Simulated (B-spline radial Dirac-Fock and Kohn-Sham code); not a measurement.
Bromine in charge state +2 (Br²⁺). The calculation used a Dirac–Hartree–Slater potential; 1 + βP₂(cos θ) + (δ + γ cos²θ) sin θ cos φ with E1 and E1–E2 terms (a B-spline radial atomic code). Open shells are averaged over j.

Predict the main features of the following plot. Angular distribution of photoelectrons from L1 (2s) in the plane of the polarisation E (up) and the photon direction k (right), relative to an isotropic one.

At 4.28 keV, β = 1.998, γ = 0.029 and δ = 0.000. At 4.28 keV the emission 45° forward of E is 1.0 times that 45° backward, and the lobe peaks 0° from E.

Here it is:

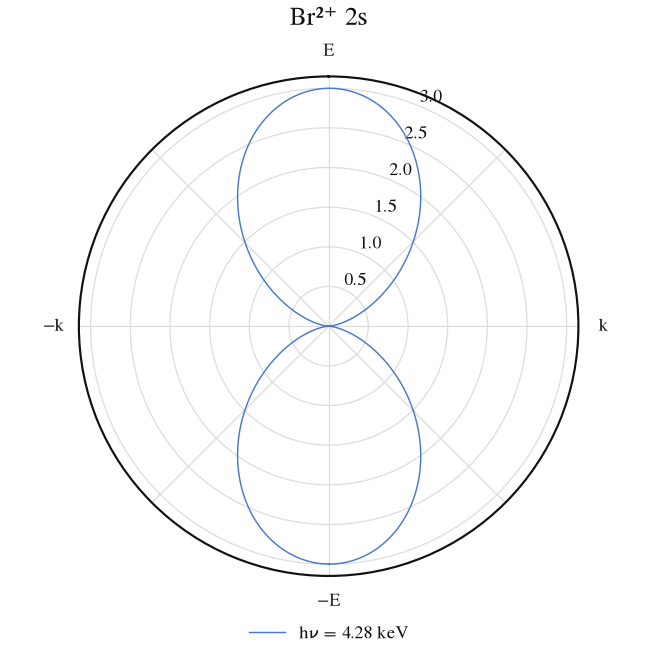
